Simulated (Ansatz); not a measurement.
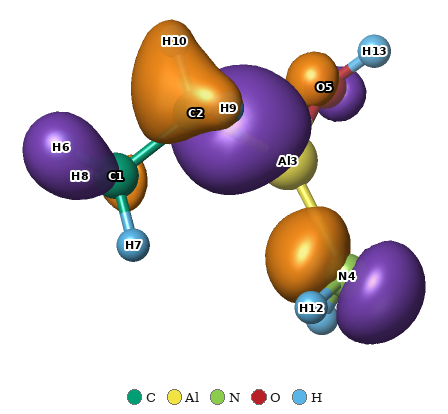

Figure 1: C2H8AlNO (SMILES C[CH2][Al]([NH2])[OH]). The HOMO at ±0.15 Å⁻³ᐟ² (orange and purple are the two phases), seen at a tilt.

The fields and orbitals are those of the mean-field reference, not of the correlated method.

These are results of MP2, Gaussian basis (Ansatz 0.2.0), not measurements.

```
atom    x (Å)    y (Å)    z (Å)
   C  -1.2604   0.6040   1.0954
   C   0.1982   0.6865   0.9002
  Al   0.7203  -0.1936  -0.8200
   N   0.4076  -2.0238  -1.1090
   O   1.6552   0.7544  -2.1038
   H  -1.5805   1.1637   2.0362
   H  -1.6385  -0.4005   1.1233
   H  -1.7742   1.1982   0.2421
   H   0.6977   0.1813   1.7889
   H   0.5496   1.7457   0.9051
   H  -0.3181  -2.0665  -1.9078
   H  -0.1965  -2.3493  -0.2610
   H   2.5602   0.6652  -1.8749
```

Where does this orbital lie, and at what energy?

It lies mainly on C2 (about 30 %), N4 (about 25 %), Al3 (about 15 %) and C1 (about 10 %). Its energy is −10.44 eV.
